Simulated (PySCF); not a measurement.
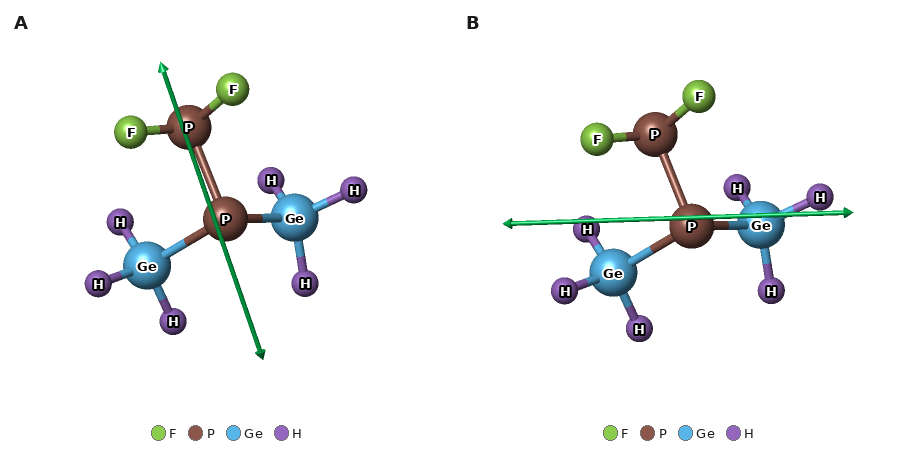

The double arrows show the directions of two transition dipoles from the ground state (lengths mean nothing). Computed geometry: PBE0-D3(BJ)/def2-SVP optimisation. No frequency run is at hand to confirm it as a minimum. Level of theory: TDDFT CAM-B3LYP/def2-SVPD, vertical, IEF-PCM chloroform (non-equilibrium linear response), core orbitals frozen in the response (PySCF 2.14.0).

**One belongs to singlet state 2 and one to singlet state 3. Which is which?**

A: state 2, 5.42 eV (229 nm), oscillator strength 0.22, mainly HOMO → LUMO+1 (weight 0.90).
B: state 3, 6.03 eV (206 nm), oscillator strength 0.016, mainly HOMO−1 → LUMO (weight 0.79).
